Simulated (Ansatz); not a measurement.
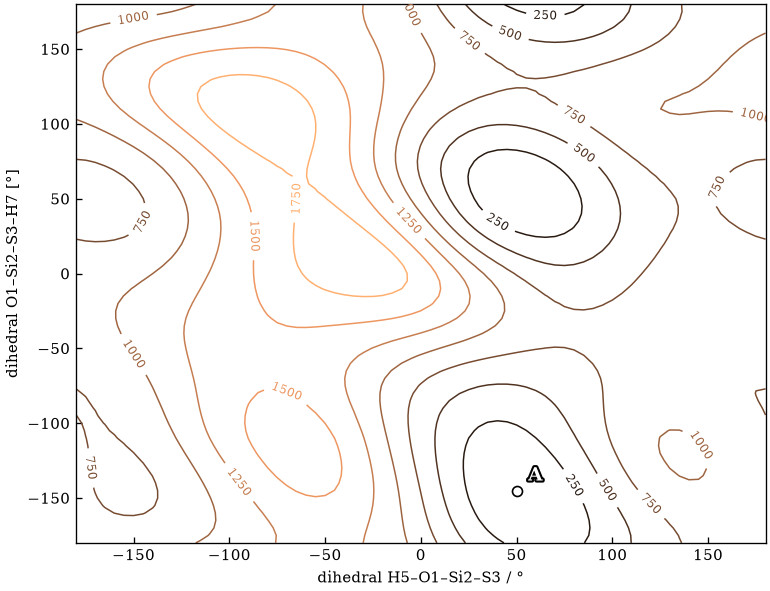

BrH3OSSi, SMILES O[SiH](S)Br. Coordinates scanned: (1) dihedral H5–O1–Si2–S3; (2) dihedral O1–Si2–S3–H7. Nothing is relaxed (all other coordinates rigid). The scan uses a 10 × 10 grid. Points are written as (first, second). Energies: cm⁻¹, counted from the relaxed molecule at the same level. Level of theory: RKS B3LYP-D4/def2-SVP (Ansatz).

The picture shows contour lines labelled in cm⁻¹ (none above 2000), the point A. Between grid points the surface is interpolated.

Q: Find the lowest pass out of the well at A.

A: The easiest path leads from the well at about (50°, −145°) to the well at about (50°, 55°), about 29 cm⁻¹ higher (on a rigid scan; wells that are mirror images or exchange like atoms can differ by this much). Its highest point lies about 750 cm⁻¹ above the bottom of the first well on the interpolated surface, at about (55°, 130°). The start is the relaxed structure and all else is held, so a fully relaxed path at this level can only be lower.

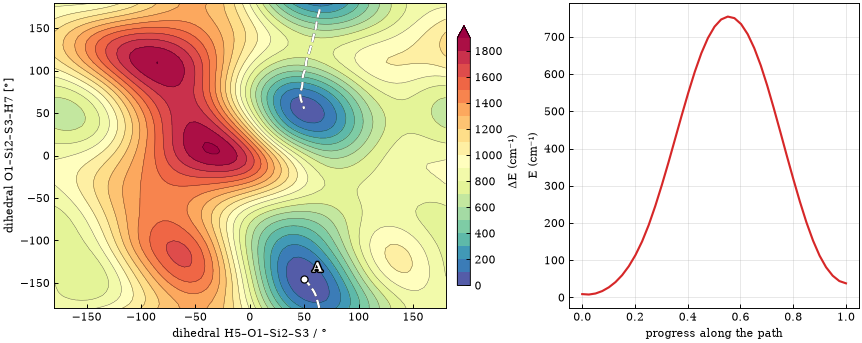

Drawn: filled contours, a line along the lowest path, one colour for all values above the top of the scale, the energy along the path at the right. Between grid points the surface is interpolated.
